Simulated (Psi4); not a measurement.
**SiH4O (Si(OH)H3) at MP2/cc-pVTZ**

What is the energy change on altering one bond length of SiH4O (Si(OH)H3) at MP2/cc-pVTZ? 

The calculation is run with Psi4 1.11.

8 further runs of the same task are left out: 8 that didn't finish.

**1. Starting point**

SiH4O: 6 atoms, total charge 0, spin state singlet. As SMILES, `[H][Si]([H])([H])O`. The coordinates come from a GFN2-xTB relaxation.

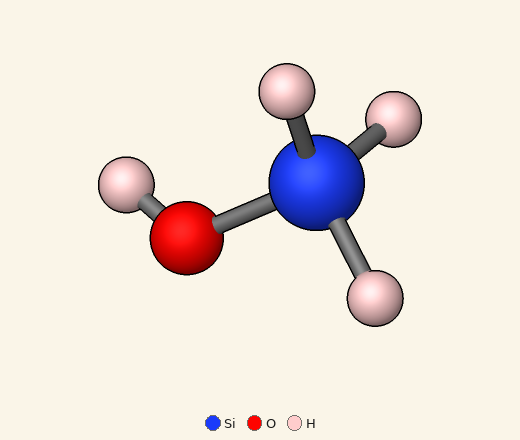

The structure, seen from a chosen angle (silicon blue, oxygen red, hydrogen pink).

**2. A single-point energy at MP2/cc-pVTZ**

The input, h4osi.xyz:

```xyz
6
H4OSi
Si    -0.059940    -0.114970    -0.407910
O     -0.059540    -0.091910     1.217130
H      0.327320     0.620940     1.717260
H      1.313150    -0.112770    -0.916850
H     -0.760380     1.058380    -0.933190
H     -0.760600    -1.359670    -0.676430
```

The input, job.py:

```python
import psi4

psi4.set_memory(1600000000)
psi4.set_num_threads(1)
psi4.set_output_file('psi4.out', False)

with open('h4osi.xyz') as f:
    atoms = ''.join(f.readlines()[2:])
m = psi4.geometry('0 1\n' + atoms + 'symmetry c1')

psi4.set_options({
    'puream': True,
    'e_convergence': 1e-09,
    'd_convergence': 1e-08,
    'scf_type': 'pk',
    'num_frozen_docc': 6,
    'mp2_type': 'conv',
})

E, wfn = psi4.energy("mp2/cc-pVTZ", return_wfn=True)
print(f'mp2/cc-pVTZ energy: {E:.10f} Eh')
```

On the command line:

```bash
python job.py
```

psi4.out (excerpt; [...] marks lines left out):

```text
[...]
  Running in c1 symmetry.
[...]
  Nuclear repulsion =   65.669477756288146
[...]
  Multiplicity = 1
[...]
  Nalpha       = 13
  Nbeta        = 13
[...]
    Number of basis functions: 120
[...]
   @RHF iter   1:  -366.11464136815943   -5.72889e-01   3.82557e-03 ADIIS/DIIS
[...]
   @RHF iter  10:  -366.20529505095806   -1.17097e-11   5.24680e-09 DIIS
[...]
    Orbital Energies [Eh]
    ---------------------
    Doubly Occupied:
       1A    -68.785802     2A    -20.551756     3A     -6.132954
       4A     -4.239792     5A     -4.239155     6A     -4.239012
       7A     -1.343466     8A     -0.768003     9A     -0.646528
      10A     -0.555083    11A     -0.554982    12A     -0.473983
      13A     -0.456189
[...]
  @RHF Final Energy:  -366.20529505095806
   => Energetics <=
    Nuclear Repulsion Energy =             65.6694777562881455
    One-Electron Energy =                -637.7761380058481109
    Two-Electron Energy =                 205.9013651986018658
    Total Energy =                       -366.2052950509580569
[...]
 Multipole Moments:
 ------------------------------------------------------------------------------------
     Multipole            Electronic (a.u.)      Nuclear  (a.u.)        Total (a.u.)
 ------------------------------------------------------------------------------------
 L = 1.  Multiply by 2.5417464519 to convert [e a0] to [Debye]
 Dipole X            :         -0.0493512            0.3078006            0.2584494
 Dipole Y            :         -0.0705606            0.5432950            0.4727343
 Dipole Z            :          1.3289260           -1.3312588           -0.0023328
 Magnitude           :                                                    0.5387757
[...]
	SCS-MP2 Total Energy (a.u.)        :  -366.58745433914203
	SOS-MP2 Total Energy (a.u.)        :  -366.56100999634953
	SCSN-MP2 Total Energy (a.u.)       :  -366.34492118090270
[...]
	SOS-PI-MP2 Total Energy (a.u.)     :  -366.62029582058148
[...]
	MP2 Total Energy (a.u.)            :  -366.58105720049525
[...]
```

The script printed:

```text
mp2/cc-pVTZ energy: -366.5810572005 Eh
```

Run time: 13 s. Hardware: 1 thread of Intel Xeon Platinum 8488C (Sapphire Rapids), shared host; peak memory 0.98 GiB.

**3. The distorted shape, same level**

The input, calc.in:

```
memory 1.6 GB

molecule system {
  0 1
  Si    -0.369448    -0.685286    -0.808039
  O     -0.369048    -0.662226     0.817001
  H      0.327320     0.620940     1.717260
  H      1.003642    -0.683086    -1.316979
  H     -1.069888     0.488064    -1.333319
  H     -1.070108    -1.929986    -1.076559
  symmetry c1
}

set globals {
  basis cc-pVTZ
  puream true
  e_convergence 1e-09
  d_convergence 1e-08
  scf_type pk
  num_frozen_docc 6
  mp2_type conv
}

energy("mp2")
print_variables()
```

On the command line:

```bash
psi4 -n 1 calc.in calc.out
```

calc.out (excerpt; [...] marks lines left out):

```text
[...]
  Running in c1 symmetry.
[...]
  Nuclear repulsion =   62.899666195407946
[...]
  Multiplicity = 1
[...]
  Nalpha       = 13
  Nbeta        = 13
[...]
    Number of basis functions: 120
[...]
   @RHF iter   1:  -365.84335505125847   -6.91480e-01   4.66500e-03 ADIIS/DIIS
[...]
   @RHF iter  12:  -366.02554350529982   -7.38964e-12   4.01146e-09 DIIS
[...]
    Orbital Energies [Eh]
    ---------------------
    Doubly Occupied:
       1A    -68.779780     2A    -20.581386     3A     -6.127311
       4A     -4.234106     5A     -4.233497     6A     -4.233211
       7A     -1.270952     8A     -0.707634     9A     -0.548582
      10A     -0.543844    11A     -0.531631    12A     -0.447773
      13A     -0.438623
[...]
  @RHF Final Energy:  -366.02554350529982
   => Energetics <=
    Nuclear Repulsion Energy =             62.8996661954079457
    One-Electron Energy =                -632.4937536658263753
    Two-Electron Energy =                 203.5685439651186073
    Total Energy =                       -366.0255435052998791
[...]
 Multipole Moments:
 ------------------------------------------------------------------------------------
     Multipole            Electronic (a.u.)      Nuclear  (a.u.)        Total (a.u.)
 ------------------------------------------------------------------------------------
 L = 1.  Multiply by 2.5417464519 to convert [e a0] to [Debye]
 Dipole X            :         -0.2142204            0.5734148            0.3591944
 Dipole Y            :         -0.3726352            1.0327300            0.6600949
 Dipole Z            :          1.1533463           -0.9878752            0.1654711
 Magnitude           :                                                    0.7694976
[...]
	SCS-MP2 Total Energy (a.u.)        :  -366.44012319348786
	SOS-MP2 Total Energy (a.u.)        :  -366.41199997438304
	SCSN-MP2 Total Energy (a.u.)       :  -366.17403410217338
[...]
	SOS-PI-MP2 Total Energy (a.u.)     :  -366.47640938589689
[...]
	MP2 Total Energy (a.u.)            :  -366.43196022018367
[...]
```

Wall time 13 s (1 thread of Intel Xeon Platinum 8488C (Sapphire Rapids), shared host); peak memory 0.98 GiB.

**4. What came out**

Level: MP2/cc-pVTZ, 6 core orbitals frozen.

| quantity | value |
| --- | --- |
| first shape: total energy | -366.58106 Eh |
| first shape: HOMO energy (Hartree–Fock orbitals) | -12.41 eV |
| first shape: LUMO energy (Hartree–Fock orbitals) | 3.31 eV |
| first shape: HOMO–LUMO gap (Hartree–Fock orbitals) | 15.73 eV |
| first shape: correlation energy (6 core orbitals frozen) | -375.8 mEh |
| distorted shape: total energy | -366.43196 Eh |
| distorted shape: HOMO energy (Hartree–Fock orbitals) | -11.94 eV |
| distorted shape: LUMO energy (Hartree–Fock orbitals) | -0.25 eV |
| distorted shape: HOMO–LUMO gap (Hartree–Fock orbitals) | 11.69 eV |
| distorted shape: correlation energy (6 core orbitals frozen) | -406.4 mEh |
| energy change with the O2–H3 bond stretched from 0.953 to 1.715 Å | 4.057 eV |

With the O2–H3 bond stretched from 0.953 to 1.715 Å the energy rises by 4.06 eV (391 kJ/mol). The first shape isn't relaxed at this level, so the change isn't measured from a minimum. A restricted reference can't describe the breaking bond well at this length.
